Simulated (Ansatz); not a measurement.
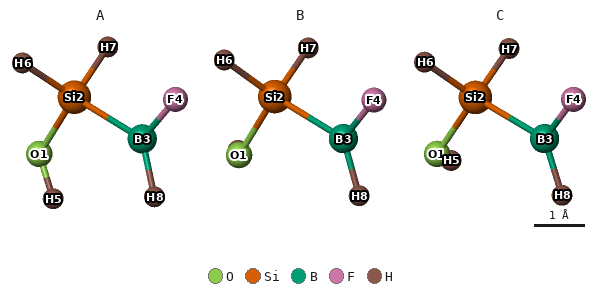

3 geometries from a converged minimum-energy path of BSiH₄OF, shuffled. A ball-and-stick model, seen from a free direction.

Level of theory: RHF/6-31G* (Ansatz). Settings: 9 movable images; climbing image; force threshold 0.03 eV/Å; iteration limit 60; starting path through a guess of the saddle point.

> Which frame is the transition state?

A. In order along the path, whose images run from 0 to 10: B (image 2, +3.6 kJ/mol), C (image 3, +4.5 kJ/mol), A (image 7, +6.3 kJ/mol). The motion is a rotation about the O1–Si2 bond by about 245°. No bond forms or breaks between the ends. Bond angles that change up to the highest image, for instance: O1–Si2–B3 107.9° → 111.6°.

The run took 3.1 min on 1 thread of Arm Neoverse V2, on a shared host, peak memory 0.12 GiB.
